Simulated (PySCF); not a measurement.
**GaCl (SMILES [Cl][Ga]) at NEVPT2(2,2)/STO-6G**

We compute the energy of GaCl. 

The calculation is run with PySCF 2.14.0.

20 further runs of the same task are left out: 10 that didn't finish, 10 set aside as unsound or not needed.

### 1 The system as given

GaCl: 2 atoms, total charge 0, spin state singlet. SMILES: `[Cl][Ga]`. The Cl1–Ga2 distance was set to 3.253 Å, away from the relaxed value.

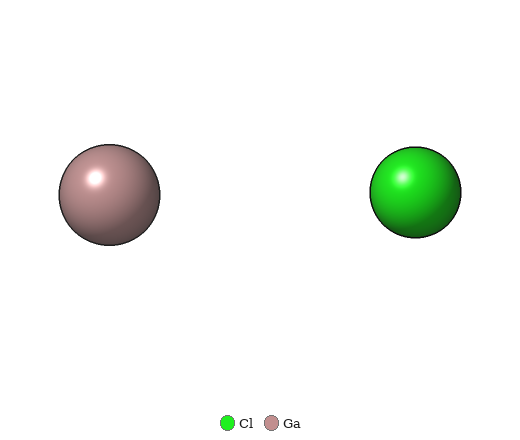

The structure, seen from a chosen angle (chlorine green, gallium pink).

### 2 The energy at NEVPT2(2,2)/STO-6G

Contents of calc.py:

```python
import numpy
from pyscf import gto, scf, mp, mcscf, mrpt

mol = gto.M(
    atom='Cl 0.000000 0.000000 -1.084300; Ga 0.000000 0.000000 2.168600',
    spin=0,
    basis='sto-6g',
    max_memory=1860,
    verbose=4,
)

mf = mol.RHF()
mf.conv_tol = 1e-10
mf.kernel()
if not mf.converged:
    mf = mf.newton().run(mf.mo_coeff, mf.mo_occ)

pt = mp.MP2(scf.addons.convert_to_uhf(mf)).run()
noons, natorbs = mcscf.addons.make_natural_orbitals(pt)
print('natural occupations', numpy.round(noons[:40], 4))
cas = mcscf.CASSCF(mf, 2, 2)
cas.fix_spin_(ss=0.0)
cas.natorb = True
cas.kernel(natorbs)
e_pt2 = mrpt.NEVPT(cas).kernel()
etot = cas.e_tot + e_pt2
print('E = %.10f Eh' % etot)
```

Started as:

```sh
$ OMP_NUM_THREADS=1 python calc.py
```

Log:

```text
PySCF version 2.14.0

[INPUT] num. atoms = 2
[INPUT] num. electrons = 48
[INPUT] charge = 0
[INPUT] spin (= nelec alpha-beta = 2S) = 0
[INPUT] symmetry False subgroup None
[INPUT] Mole.unit = angstrom
[INPUT] Symbol           X                Y                Z      unit          X                Y                Z       unit  Magmom
[INPUT]  1 Cl     0.000000000000   0.000000000000  -1.084300000000 AA    0.000000000000   0.000000000000  -2.049030036866 Bohr   0.0
[INPUT]  2 Ga     0.000000000000   0.000000000000   2.168600000000 AA    0.000000000000   0.000000000000   4.098060073732 Bohr   0.0

nuclear repulsion = 85.7316210626948
number of shells = 13
number of NR pGTOs = 162
number of NR cGTOs = 27
basis = sto-6g
ecp = {}

[... 49 lines left out ...]
converged SCF energy = -2370.49125464605
[... 33 lines left out ...]
sorting_mo_energy = False
[... 32 lines left out ...]
macro iter  10 (  1 JK    1 micro), CASSCF E = -2370.50956891249  dE =  0.00000000e+00  S^2 = 0.0000000
               |grad[o]|=1.14e-05  |grad[c]|=3.12e-07  |ddm|=    0  |maxRot[o]|=    0
1-step CASSCF converged in  10 macro (106 JK  23 micro) steps
CASSCF canonicalization
Natural occ [1.90144249 0.09855751]
Natural orbital (expansion on meta-Lowdin AOs) in CAS space
               #1        #2
0 Cl 1s         -0.00001  -0.00003
0 Cl 2s         -0.00095   0.00135
0 Cl 3s         -0.03325  -0.05520
[... 23 lines of this table left out ...]
1 Ga 3dx2-y2    -0.00000   0.00000
<CAS-nat-orb|mo-hf>  24     24      -0.96874739
<CAS-nat-orb|mo-hf>  25     27      -0.99439551
CASSCF energy = -2370.50956891249
CASCI E = -2370.50956891249  E(CI) = -0.826564831601445  S^2 = 0.0000000

******** <class 'pyscf.mrpt.nevpt2.NEVPT'> ********
NEVPT2 (1e+1e, 2o), ncore = 23, nvir = 2
root = 0
Natural occ [1.90144249 0.09855751]
Natural orbital (expansion on meta-Lowdin AOs) in CAS space
               #1        #2
0 Cl 1s         -0.00001  -0.00003
0 Cl 2s         -0.00095   0.00135
0 Cl 3s         -0.03325  -0.05520
[... 23 lines of this table left out ...]
1 Ga 3dx2-y2    -0.00000   0.00000
<CAS-nat-orb|mo-hf>  24     24      -0.96874739
<CAS-nat-orb|mo-hf>  25     27      -0.99439551
Sr    (-1)',   E = -0.00000000000063
Si    (+1)',   E = -0.00000000004036
Sijrs (0)  ,   E = -0.01177871255647
Sijr  (+1) ,   E = -0.00069240607867
Srsi  (-1) ,   E = -0.00316682777519
Srs   (-2) ,   E = -0.00022656059886
Sij   (+2) ,   E = -0.00175470814544
Sir   (0)' ,   E = -0.00064783263274
Nevpt2 Energy = -0.018267047828366
E = -2370.5278359603 Eh
```

It took 1.4 s on 1 thread of Intel Xeon Platinum 8488C (Sapphire Rapids), shared host; peak memory 0.12 GiB.

### 3 Results

At NEVPT2(2,2)/STO-6G:

```
                             quantity           value
                         total energy  -2370.52784 Eh
 dipole moment (Hartree–Fock density)          9.30 D
  HOMO energy (Hartree–Fock orbitals)        -5.54 eV
  LUMO energy (Hartree–Fock orbitals)         2.71 eV
HOMO–LUMO gap (Hartree–Fock orbitals)         8.26 eV
```
